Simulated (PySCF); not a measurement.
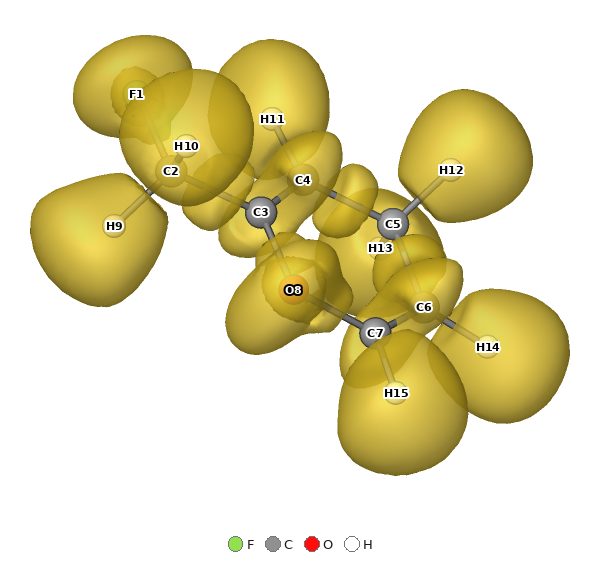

C₆H₇FO (SMILES FCC1=CCC=CO1). Isosurface of the electron localisation function at 0.75 (yellow), seen at an oblique angle. Only the valence region is drawn (cores and ρ < 0.01 e/Å³ removed).

Geometry: GFN2-xTB.

The calculation used PBE0/pcSseg-1, SCF density, gas phase, non-relativistic in PySCF.

The calculation's input:

```
{"job": {"kind": "nmr", "xc": "PBE0", "basis": "pcSseg-1"}, "charge": 0, "multiplicity": 1}
F      2.920919    -0.923619    -0.016241
C      2.294149     0.262010     0.248216
C      0.802194     0.144468     0.099749
C      0.151810    -0.957341    -0.243801
C     -1.343413    -1.010837    -0.373333
C     -1.918128     0.341660    -0.062887
C     -1.160009     1.372896     0.269563
O      0.203771     1.352478     0.373275
H      2.691230     1.006850    -0.451489
H      2.555377     0.550267     1.273251
H      0.707710    -1.859212    -0.439804
H     -1.755278    -1.765664     0.309017
H     -1.624002    -1.320423    -1.388289
H     -2.987962     0.458589    -0.117438
H     -1.542783     2.355867     0.498300
```

Launched as:

```sh
OMP_NUM_THREADS=1 python probes_run.py task.json out
```

### Where are the electrons localised?

The surface consists of five regions between bonded C–C atoms (shared pairs), seven regions around hydrogen nuclei, one region on F in which the atom's valence shell and bonds are merged and one region on O in which the atom's valence shell and bonds are merged. Along the contacts the grid gives the following. C–C (1.32 Å): the ELF peaks at about 0.90 between the atoms: a multiple bond. C–F (1.37 Å): the ELF peaks at about 0.85 between the atoms: a polar covalent bond.
